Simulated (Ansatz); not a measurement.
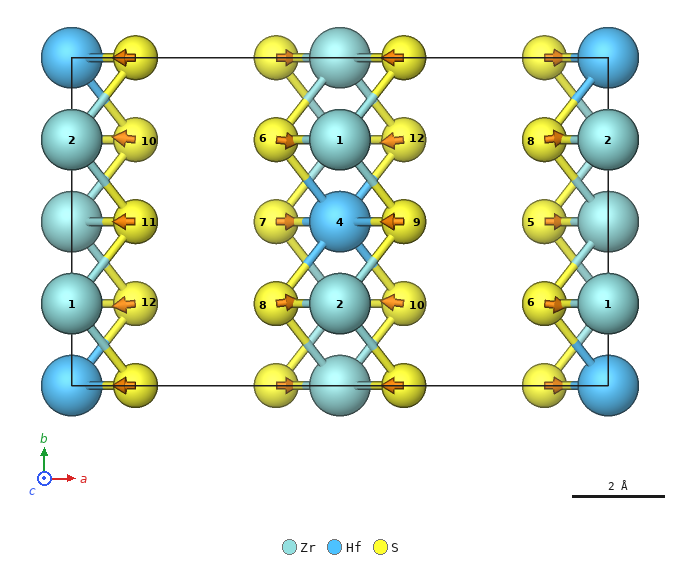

This is a relaxation of a crystal of HfZr$_{3}$S$_{8}$ (a generated structure, set up in C2/m) (coarse preliminary run). The starting structure is drawn; orange arrows show the displacements (the part carried along by the change of the cell is left out), magnified 5 times.

Style: ball-and-stick. Shown: the conventional cell (2 times the calculation's cell), along the c axis. Lengths and directions refer to the drawn axes.

Computed with DFT PBE, scalar-relativistic, plane waves, PAW in Ansatz 0.2.0.

Input file:
```yaml
crystal:
  lattice:
    - [5.85227369, -3.57601478, 0.0]
    - [5.85227369, 3.57601478, 0.0]
    - [0.0, 0.0, 6.19383929]
  atoms:
    - { symbol: Zr, position: [0.75, 0.25, 0.0] }
    - { symbol: Zr, position: [0.25, 0.75, 0.0] }
    - { symbol: Zr, position: [0.5, 0.5, 0.5] }
    - { symbol: Hf, position: [0.0, 0.0, 0.5] }
    - { symbol: S, position: [0.38104501, 0.38104501, 0.16666667] }
    - { symbol: S, position: [0.63104501, 0.13104501, 0.66666667] }
    - { symbol: S, position: [0.88104501, 0.88104501, 0.16666667] }
    - { symbol: S, position: [0.13104501, 0.63104501, 0.66666667] }
    - { symbol: S, position: [0.11895499, 0.11895499, 0.83333333] }
    - { symbol: S, position: [0.36895499, 0.86895499, 0.33333333] }
    - { symbol: S, position: [0.61895499, 0.61895499, 0.83333333] }
    - { symbol: S, position: [0.86895499, 0.36895499, 0.33333333] }
basis:
  ecutwfc: 420
kpoints:
  mp_grid: { grid: [4, 4, 4] }
hamiltonian:
  xc: pbe
scf:
  occupations: { method: gaussian, width: 0.1 }
  lower_state_search: "off"
output:
  forces: true
  stress: true
  eigenvalues: true
relax:
  adjacent_minimum: "off"
  f_tol: 0.04
  max_steps: 70
  cell: { stress_tol: 0.4 }
```

Launched with:
```bash
ansatz run input.yaml --threads 4 --pin off --max-ram 8192MiB --backend cpu --events-out ev --progress --plain --runs-dir out
```

Question: Atoms of which element are displaced furthest, and by how much?

Answer: Sulfur: up to 0.11 Å, against 0.00 Å for zirconium.

Question: What did the optimiser do to the structure, and how much energy did it gain?

Answer: The energy falls by 70.2 meV per atom in 5 accepted moves (6 points after the start). The largest force component goes from 1.3 to 0.0063 eV/Å. Pressure: 10.26 GPa at the start and 0.05 GPa at the end. The SCF was repeated once at an unchanged geometry on a basis and grid sized afresh for the cell, which shifted the energy by 1.0 meV per atom at most. The largest moves relative to the cell, 0.11 Å, are those of S6, S7, S8, S9, S10 and S12. S8 goes along [3 1 0]. Zr and Hf stay in place. The volume changes by +18.0 %, with a 11.705 → 13.069 Å (+11.7 %), b 7.152 → 7.354 Å (+2.8 %), c 6.194 → 6.366 Å (+2.8 %). Some distances before and after: Zr3–S10 2.490 → 2.575 Å, Zr1–S11 2.490 → 2.571 Å, Hf4–S10 2.490 → 2.557 Å. The space group stays C2/m (No. 12). The run took 59 s on 4 threads of Arm Neoverse V2, with other jobs on the host, peak memory 1.1 GiB.
